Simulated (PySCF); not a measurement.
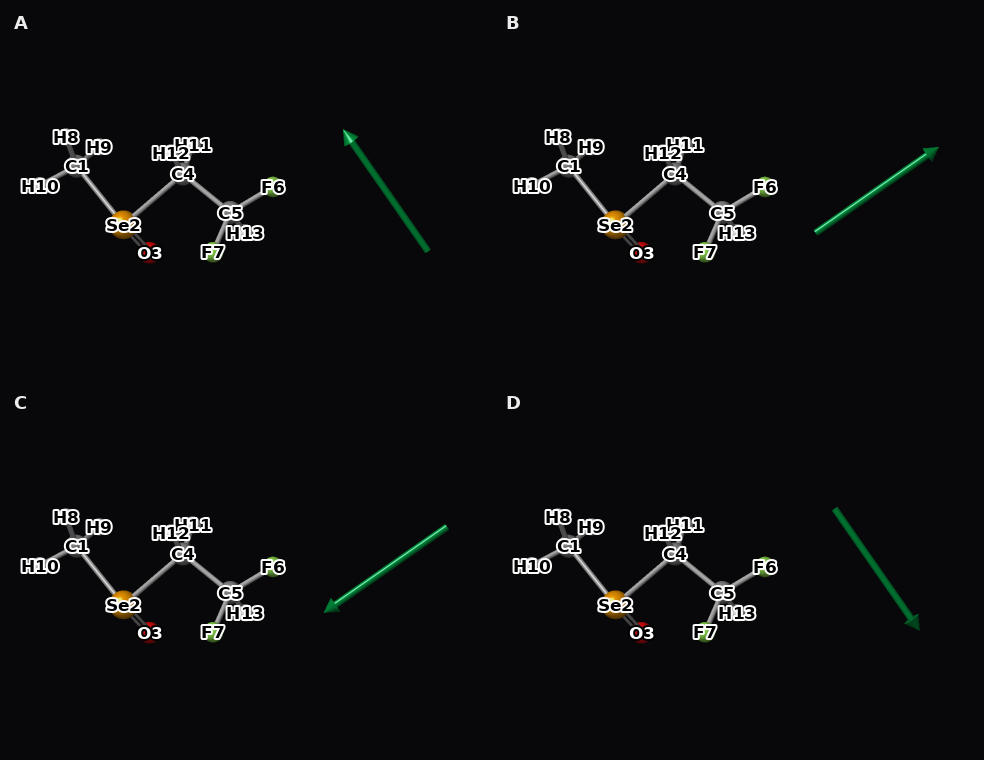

The same molecule four times, each with an arrow. The computed structure is the end point of a GFN2-xTB optimisation. No frequency run is at hand to confirm it as a minimum. Properties computed with ωB97X-D/def2-SVPD, gas phase (PySCF 2.14.0).

### Which arrow points along the dipole moment, from the negative to the positive end?

A. The dipole moment is 4.34 D; it points from the side of H13 to the side of H8 (the outermost atoms at the two ends).

The geometry is semi-empirical. Around Se such bond lengths and angles can be off by a tenth of an ångström or more and by several degrees, and values that hang on the shape move with them.
